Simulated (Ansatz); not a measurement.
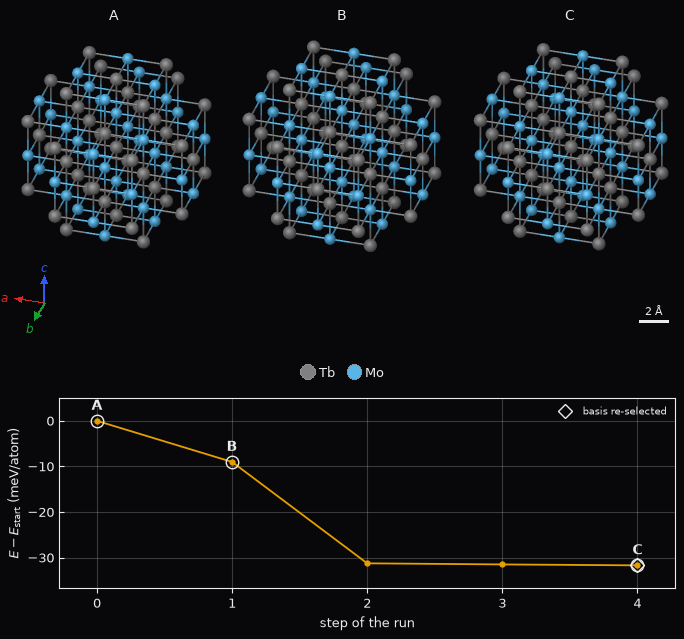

Frames of a relaxation of a crystal of TbMo (a generated structure, set up in Fm-3m) (coarse preliminary run), marked on the history of the run. The picture is a ball-and-stick view of the conventional cell (4 times the calculation's cell), seen from a free direction. Lengths and directions refer to the drawn axes.

Method: DFT PBE, scalar-relativistic, plane waves, PAW; 4f electrons in the core of a trivalent norm-conserving potential (Ansatz 0.2.0).

Input file:
```yaml
crystal:
  lattice:
    - [0.0, 2.80560317, 2.80560317]
    - [2.80560317, 0.0, 2.80560317]
    - [2.80560317, 2.80560317, 0.0]
  atoms:
    - { symbol: Tb, position: [0.5, 0.5, 0.5] }
    - { symbol: Mo, position: [0.0, 0.0, 0.0] }
basis:
  ecutwfc: 690
kpoints:
  mp_grid: { grid: [6, 6, 6] }
hamiltonian:
  xc: pbe
  pseudopotentials:
    kind: paw
    azcp: { Tb: "pseudopotentials/pbe/nc/lanthanide_3plus/Tb.nc.azcp" }
scf:
  occupations: { method: gaussian, width: 0.1 }
  lower_state_search: "off"
output:
  forces: true
  stress: true
  eigenvalues: true
relax:
  adjacent_minimum: "off"
  f_tol: 0.04
  max_steps: 70
  cell: { stress_tol: 0.4 }
```

Command:
```bash
ansatz run input.yaml --threads 1 --pin off --max-ram 2560MiB --backend cpu --events-out ev --progress --plain --runs-dir out
```

### What happens along the run?

The energy falls by 31.7 meV per atom in 3 accepted moves (4 points after the start). All forces vanish by symmetry, so only the cell relaxes. The pressure goes from 6.14 to 0.07 GPa. At 1 point the geometry stayed and the basis and grid were re-selected for the new cell (energy shift of 0.2 meV per atom at most each time). The atoms keep their places relative to the cell (all moves are under 0.005 Å). Cell: a = b = c 5.611 → 5.754 Å (+2.5 %). Volume +7.8 %. Some distances before and after: Tb1–Mo2 2.806 → 2.877 Å. The space group stays Fm-3m (No. 225). From step 0 to 1: volume +15.3 %, energy −9.0 meV per atom. From step 1 to 4: volume −6.5 %, energy −22.7 meV per atom.

```tsv
step	E − E(0), meV/atom	pressure, GPa	volume, Å³/atom	note
0	0.00	6.14	22.084	
1	-9.01	-4.14	25.474	
2	-31.24	-0.47	23.991	
3	-31.48	0.05	23.814	
4	-31.68	0.07	23.814	same geometry, new basis
```
